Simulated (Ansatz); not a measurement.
## Electronic structure of AlGeH$_{3}$Si (SMILES [AlH]1[SiH2][Ge]1) in real space

The calculation's input:

```
crystal:
  periodic: [false, false, false]
  atoms:
    - {symbol: Al, position_ang: [-1.172541, 2.790790, 3.454600]}
    - {symbol: Ge, position_ang: [-0.849199, 4.849988, 2.125647]}
    - {symbol: Si, position_ang: [0.047909, 2.863035, 1.306928]}
    - {symbol: H, position_ang: [-1.479557, 1.572439, 4.441273]}
    - {symbol: H, position_ang: [-0.192625, 1.581059, 2.203054]}
    - {symbol: H, position_ang: [0.829741, 2.237572, 0.180469]}
basis:
  gaussian:
    orbitals: def2-TZVPD
hamiltonian:
  xc: pbe0
output: {forces: true, orbitals: {seedname: orbitals}}
```

Command:

```sh
ansatz run input.yaml --threads 1 --pin off --max-ram 2610MiB --events-out events.jsonl --progress --plain --runs-dir runs
```

Geometry: BLYP-D3(BJ)/def2-SVP.

Level of theory: isolated molecule in a Gaussian basis; Kohn-Sham density functional theory, functional PBE0 in Ansatz.

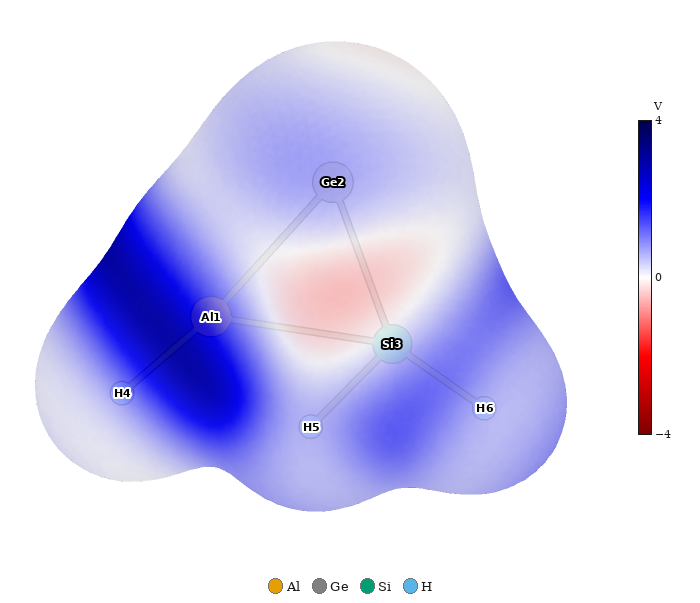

Figure 1. The molecular electrostatic potential painted on the density surface at 0.004 e/bohr³, seen across its widest extent; red is negative and blue positive.

### Which sites attract a positive test charge, and which a negative one?

A positive charge is drawn to the negative regions and a negative charge to the positive ones. The most negative region (about −0.5 V) lies over Ge2, the most positive (about +3.0 V) over Al1.

### What dipole moment does the calculation give?

Its dipole moment is 0.97 D.

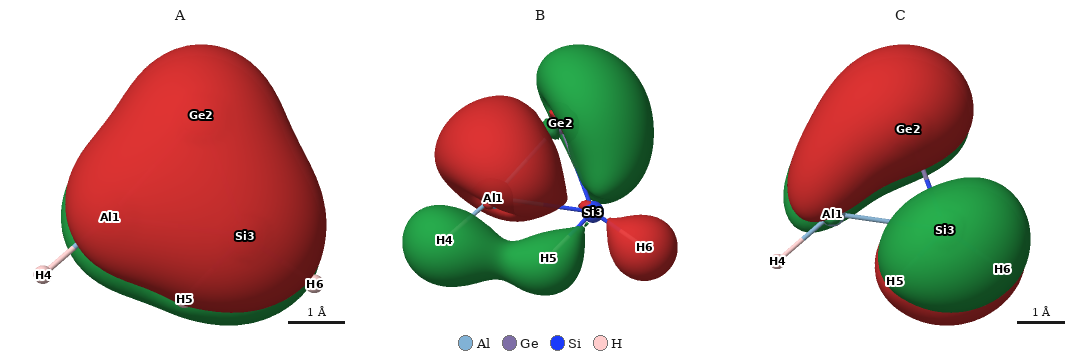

Figure 2. Three frontier orbitals at ±0.06 Å⁻³ᐟ² (green and red are the two phases), in no order.

### Which picture is the HOMO−1, the HOMO and the LUMO?

B is the HOMO−1 (−6.68 eV). By Hirshfeld shares it lies mainly on Ge2 (about 45 %), Al1 (about 30 %), Si3 (about 10 %) and H4 (about 5 %); it is symmetric in the molecular plane (an in-plane orbital: σ, lone-pair or in-plane π type). A is the HOMO (−6.22 eV). Its weight (Hirshfeld) is mainly on Si3 (about 45 %), Ge2 (about 30 %) and Al1 (about 20 %); it changes sign across the molecular plane (π type); π-bonding across Al1–Ge2, Al1–Si3 and Ge2–Si3. C is the LUMO (−1.93 eV). It lies mainly on Ge2 (about 40 %), Si3 (about 40 %) and Al1 (about 15 %); it changes sign across the molecular plane (π type); π-bonding across Al1–Ge2; π-antibonding (a node) across Al1–Si3 and Ge2–Si3.

### What is the HOMO–LUMO gap?

4.29 eV between the orbital energies.

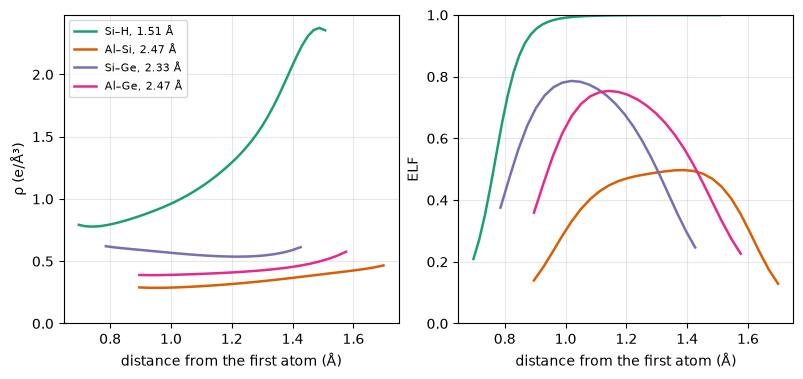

Figure 3. Electron density and electron localisation function along straight lines between neighbouring atoms. The curves leave out the atomic cores.

### What can be read from the curves?

Si–H (1.51 Å): the density is about 0.78 e/Å³ at the midpoint; the ELF climbs to about 1 towards the hydrogen, as it does in any bond to H.
Al–Si (2.47 Å): the density is about 0.32 e/Å³ at the midpoint, with its minimum of 0.29 e/Å³ about 1.0 Å from Al; the ELF is about 0.50 at the midpoint.
Si–Ge (2.33 Å): ρ at the midpoint is about 0.54 e/Å³; the ELF peaks at about 0.80 between the atoms, as expected for localised, covalent bonding.
Al–Ge (2.47 Å): the density is about 0.42 e/Å³ at the midpoint; the ELF is about 0.75 at the midpoint.
